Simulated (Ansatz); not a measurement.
## Pressure series in BN

Consider BN (space group P6_3/mmc, No. 194; layered, stacked along the Cartesian z axis).

```
CELL_PARAMETERS angstrom
      2.50644     0.00000     0.00000
     -1.25322     2.17064     0.00000
      0.00000     0.00000     6.61468
ATOMIC_POSITIONS crystal
  B  0.66667 0.33333 0.75000
  B  0.33333 0.66667 0.25000
  N  0.33333 0.66667 0.75000
  N  0.66667 0.33333 0.25000
```

Cell and atoms are relaxed at each pressure.

The values are results of DFT with PBE-D3(BJ), PAW potentials and a 420 eV plane-wave cutoff in Ansatz (a quantum-chemistry and plane-wave program), no spin-orbit coupling, not measurements.

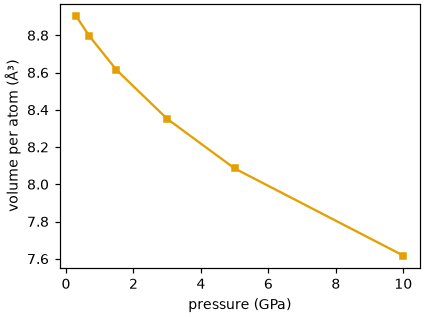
Fig. 1. Volume against pressure

**Question.** Estimate the zero-pressure bulk modulus from the plot.

**Answer.** About 29 GPa; a third-order Birch–Murnaghan fit to the points gives V₀ = 8.99 Å³/atom, B₀ = 29 GPa and B₀′ = 9.5.

Measured bulk modulus of BN: 27.4 GPa (room temperature; as listed in Hermann Muhammad et al., Nanoscale (2024)); the computed value is for a static lattice, so the two differ by thermal effects too.

Load acts through the strain it causes; cell and atoms are relaxed under it. Whether these cells are dynamically stable was not tested. No other phases were tried under pressure.
